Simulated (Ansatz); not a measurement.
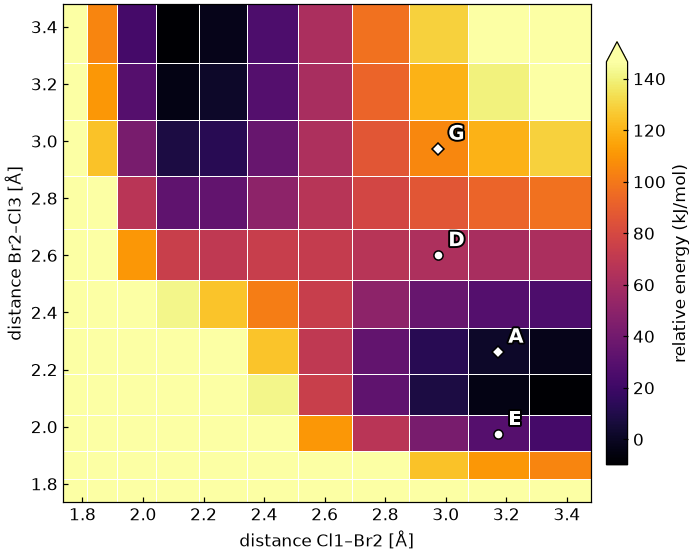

The system Cl⁻ + BrCl. The first coordinate is: distance Cl1–Br2; the second: distance Br2–Cl3. Nothing is relaxed (the angle Cl1–Br2–Cl3 is fixed at 100 degrees). The scan uses an 11 × 11 grid; 66 points were computed and 55 follow by symmetry. Points are written as (first, second). Energies: kJ/mol, counted from Cl with charge -1 far from the relaxed BrCl (each part in its own basis). Energies and slopes of some neighbouring points disagree (a jump in structure or state, or too coarse a mesh). The reference is spin-restricted, so regions where a bond is pulled apart into radicals lie too high. Computed with RKS CAM-B3LYP-D4/def2-TZVPD in Ansatz.

The picture shows one coloured cell a grid point, one colour for all values above the top of the scale, lettered points.

Question: Is G the lowest point of the computed grid?

Answer: No. G lies 115 kJ/mol above the lowest grid point, which is at (2.110 Å, 3.376 Å).

Question: Rank the lettered points by energy, lowest first.

Answer: A (1.5 kJ/mol), E (29 kJ/mol), D (63 kJ/mol), G (105 kJ/mol).
